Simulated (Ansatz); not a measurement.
The figure comes from a scan of BN (h-BN type, space group P6_3/mmc): one B atom of a 4-atom cell moves by u along (1.00, 0.00, 0.00) and v along (0.00, 0.00, 1.00). All values below come from PBE-D3(BJ) (plane waves to 420 eV, PAW, scalar-relativistic; Ansatz, an electronic-structure program). k mesh 12×12×4 (Γ-centred), Fermi-Dirac smearing 0.05 eV. The energy includes the smearing's −TS. Points where atoms come too close for the PAW data are left out (x in tables, blank in figures). BN was relaxed with its symmetry unable to fall. The PAW data are Ansatz's earlier set. The zero of ΔE is the undisplaced structure. Axes are in Å.

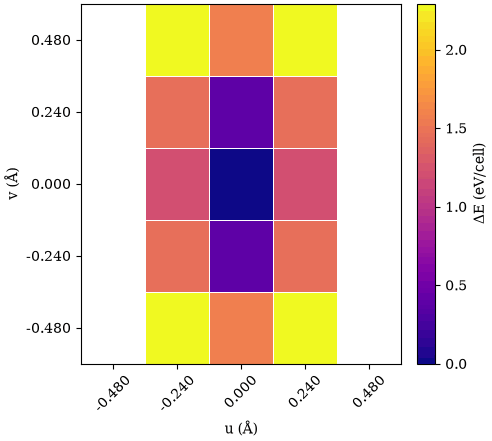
Figure. ΔE (eV/cell), one tile a computed point.

Question: List the plotted points as numbers.

Answer: To the nearest 0.2:

ΔE (eV/cell), with u across and v down:

```tsv
v \ u	-0.480	-0.240	0.000	0.240	0.480
-0.480	x	2.2	1.6	2.2	x
-0.240	x	1.4	0.4	1.4	x
0.000	x	1.2	0.0	1.2	x
0.240	x	1.4	0.4	1.4	x
0.480	x	2.2	1.6	2.2	x
```

(For displaced atoms, the force is minus the slope of the energy, and its curvature is a force constant, which sets phonon frequencies.)
